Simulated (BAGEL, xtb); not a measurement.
**How methods differ on C6H5F (fluorobenzene)**

C6H5F: 12 atoms, total charge 0, spin state singlet. SMILES: `Fc1ccccc1`. The coordinates come from a PBE0-D4/def2-TZVP relaxation.

Quantity: the dipole moment, in D. The values are calculated.

**The experiment to reproduce.** NIST CCCBDB gives the dipole moment of the gas as 1.60 D.

```csv
level,kind,program,value (D),computed − measured,CPU time
GFN2-xTB,semi-empirical,xtb,2.11,+0.51,under 2 s
GFN0-xTB,semi-empirical,xtb,1.25,-0.35,under 2 s
GFN1-xTB,semi-empirical,xtb,1.82,+0.22,under 2 s
HF/6-31G (density fitting with svp-jkfit),Hartree–Fock,BAGEL,2.23,+0.63,2.1 s
"HF/6-31G* (density fitting with svp-jkfit, spherical functions)",Hartree–Fock,BAGEL,1.73,+0.13,3.3 s
HF/def2-SV(P) (density fitting with svp-jkfit),Hartree–Fock,BAGEL,1.82,+0.22,2.9 s
"HF/6-31G* (density fitting with svp-jkfit, Cartesian functions)",Hartree–Fock,BAGEL,1.72,+0.12,4.8 s
"HF/ANO-RCC-VDZP (DKH2, density fitting with svp-jkfit)",Hartree–Fock,BAGEL,1.98,+0.38,6.8 s
HF/cc-pVDZ (density fitting with cc-pvdz-jkfit),Hartree–Fock,BAGEL,1.75,+0.15,3.4 s
HF/cc-pVDZ (density fitting with cc-pvtz-jkfit),Hartree–Fock,BAGEL,1.75,+0.15,3.8 s
```

Nearest: HF/6-31G* (density fitting with svp-jkfit, Cartesian functions) (+0.12 D); farthest: HF/6-31G (density fitting with svp-jkfit) (+0.63 D). The measured dipole is a vibrational average, so differences of a few hundredths of a debye mean little. Computed less measured by kind, in D (6-31G* rows): semi-empirical -0.35 to +0.51; Hartree–Fock +0.12 to +0.13. Sets without polarisation functions give poor dipoles. CPU times are rough (shared hosts, several kinds of processor): they show what a rung costs within a factor of a few.

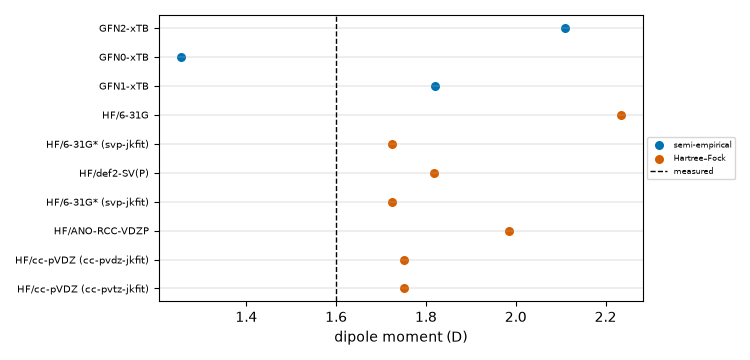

The values of the table, level by level.
